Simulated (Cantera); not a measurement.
A closed system holds: 1 mol Al, 2.6 mol Cl2, a varied amount of H2, held at 400 K and 6.00 mbar.

Equilibrium computed with Cantera from the NASA thermochemical tables; the gas is ideal and each condensed phase is pure. Candidate condensed phases: Al, AlCl3; 12 gas species. Rates play no part.

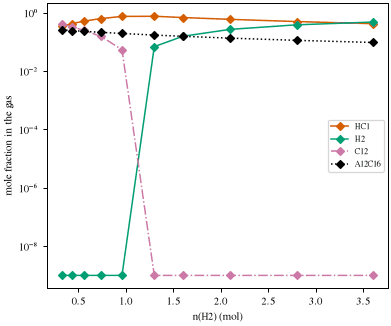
Figure: Equilibrium gas composition (values under 1e-9 drawn at 1e-9)

Q: Read off the mole fractions at 2.8 mol H2.

A: HCl about 0.50, H2 about 0.39, Al2Cl6 about 0.11.
